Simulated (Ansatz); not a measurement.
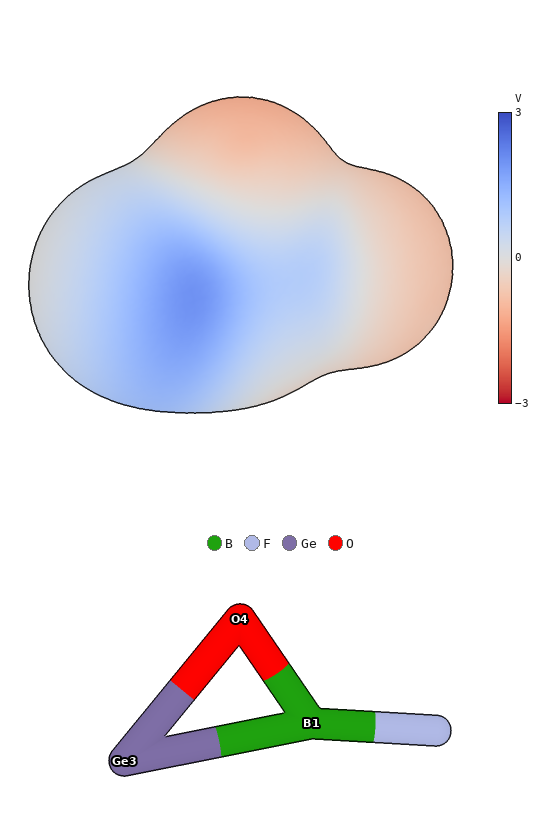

*BFGeO (SMILES F[B]1[O][Ge]1). The molecular electrostatic potential painted on the density surface at 0.001 e/bohr³, seen across its widest extent; the colour scale runs from red (negative) to blue (positive). The bare structure is drawn below in the same view.*

Geometry: r2SCAN-D4/def2-SVP.

All numbers below come from Ansatz 0.2.0, isolated molecule in a Gaussian basis; Kohn-Sham density functional theory, functional PBE0.

Which sites attract a positive test charge, and which a negative one?

Answer. A positive charge is drawn to the negative regions and a negative charge to the positive ones. The most negative region (about −1.1 V, or −25 kcal/mol for a unit charge) lies over O4, the most positive (about +2.0 V, or +46 kcal/mol for a unit charge) over Ge3. O4 is the likeliest acceptor of a hydrogen bond.

How polar is the molecule by this calculation?

Answer. Its dipole moment is 2.51 D.
